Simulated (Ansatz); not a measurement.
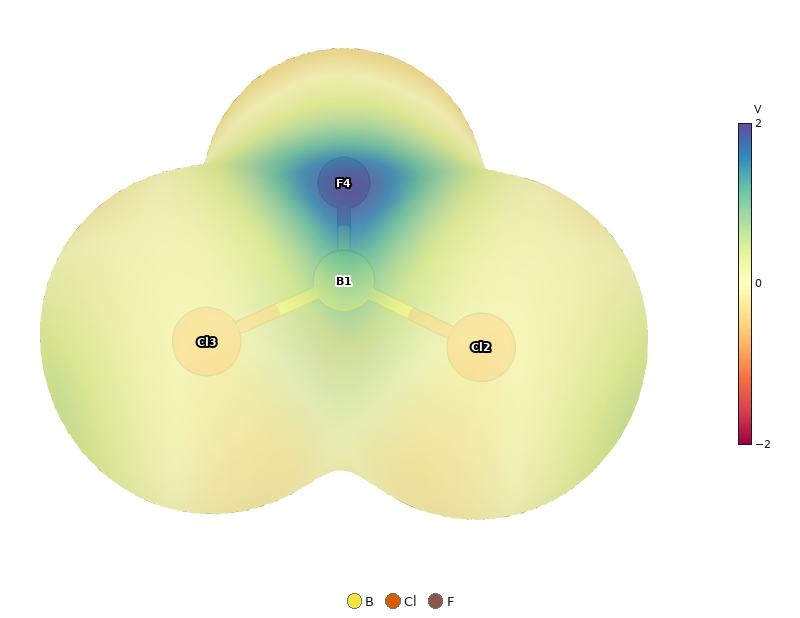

Figure 1: BCl2F. The molecular electrostatic potential painted on the density surface at 0.002 e/bohr³, seen at a tilt; red is negative and blue positive.

Theory: Ansatz 0.2.0, RKS B3LYP-D4/def2-SVP.

```csv
atom,x (Å),y (Å),z (Å)
B,0.0318,0.0000,0.0184
Cl,0.0064,0.0000,1.7691
Cl,1.5353,0.0000,-0.8790
F,-1.1059,0.0000,-0.6385
```

> Where is the surface potential most negative and most positive?

The most negative region (about −0.4 V) lies over F4, the most positive (about +1.8 V) over B1. Cl2 shows a σ-hole: about +0.5 V at the tip opposite its bond, against about −0.1 V on its flanks. Cl3 shows a σ-hole: about +0.5 V at the tip opposite its bond, against about −0.1 V on its flanks.
